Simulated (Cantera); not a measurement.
Charge: 1 mol SiCl4, a varied amount of O2, 5.7 mol N2, equilibrated at 1825 K and 2.40 mbar.

Cantera equilibrium calculation (NASA polynomials, part measured and part estimated; ideal gas, pure solids and liquids). Candidate condensed phases: Si, SiO2, Si2N2O, Si3N4; 23 gas species. The tables' values for SiCl3 are old estimates; treat these amounts as uncertain. The tables hold silica as quartz up to 1696 K and as liquid above; real silica turns to tridymite and cristobalite and melts near 1996 K. Equilibrium is a limit: real reactors are often held back by kinetics, nucleation or transport.

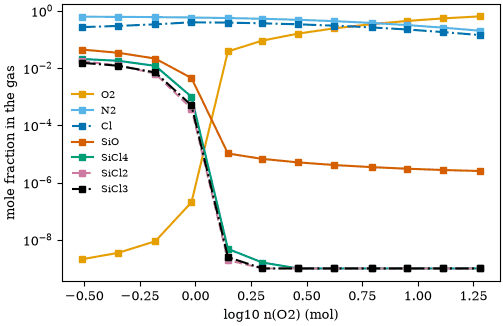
Figure. Equilibrium gas composition (values under 1e-9 drawn at 1e-9)

Q: Read off the mole fractions at 0.31 mol O2.

A: N2 about 0.63, Cl about 0.27, SiO about 0.045, SiCl4 about 0.021, SiCl2 about 0.017, SiCl3 about 0.015.
